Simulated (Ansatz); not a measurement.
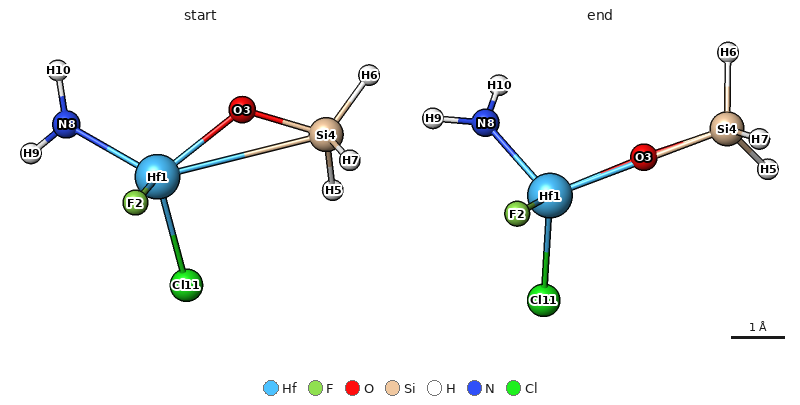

The structure of HfSiNH$_{5}$OClF before (left) and after (right) a relaxation, at one scale.

Style: ball-and-stick. Shown face on.

The run prepares the start of a later molecular dynamics calculation, from a guessed geometry.

All numbers below come from RKS PBE/def2-SVP (Ansatz).

Input file:
```yaml
crystal:
  periodic: [false, false, false]
  atoms:
    - { symbol: Hf, position_ang: [0.0, 0.0, 0.0] }
    - { symbol: F, position_ang: [0.0, 0.0, 1.98] }
    - { symbol: O, position_ang: [1.952, 0.0, -0.6893] }
    - { symbol: Si, position_ang: [2.8584, -1.3762, -1.0165] }
    - { symbol: H, position_ang: [2.0275, -2.3521, -1.7156] }
    - { symbol: H, position_ang: [3.9996, -1.0202, -1.8547] }
    - { symbol: H, position_ang: [3.3369, -1.9538, 0.2361] }
    - { symbol: "N", position_ang: [-1.0409, 1.8034, -0.7359] }
    - { symbol: H, position_ang: [-2.061, 1.7482, -1.0186] }
    - { symbol: H, position_ang: [-0.5204, 2.7241, -0.8065] }
    - { symbol: Cl, position_ang: [-1.1869, -2.0563, -0.8392] }
basis:
  gaussian: { orbitals: def2-SVP }
hamiltonian:
  xc: pbe
relax:
  f_tol: 0.02
  max_steps: 40
```

Launched with:
```bash
ansatz run input.yaml --threads 4 --pin off --max-ram 5120MiB --backend cpu --events-out ev --progress --plain --runs-dir out
```

Q: Summarise the run.

A: Over 14 accepted moves (15 points after the start) the energy falls by 23.8 kcal/mol. Largest force component: 2.5 eV/Å at the start, 0.0023 eV/Å at the end. The line search rejected the trial step at point 8 of the run. The forces were under the threshold at step 11, but the run went on from there. H10 moves most after the best rigid fit: 1.13 Å. Largest moves by element: H 1.13 Å, O 0.92 Å, Cl 0.87 Å, F 0.42 Å, Hf 0.39 Å, N 0.38 Å. Near-neighbour distances that change, for instance: Hf1–Si4 3.331 → 3.626 Å, Hf1–N8 2.208 → 2.026 Å, Hf1–Cl11 2.518 → 2.386 Å, Hf1–O3 2.070 → 1.945 Å. Among the angles between lasting bonds that change: Hf1–O3–Si4 125.0° → 176.0°, H9–N8–H10 120.0° → 108.2°, Hf1–N8–H10 120.0° → 126.4°. Groups turn about Hf1–N8 by about 65°. The run took 31 s on 4 threads of Intel(R) Xeon(R) CPU @ 2.60GHz (Ice Lake), with other jobs on the host, peak memory 0.26 GiB.
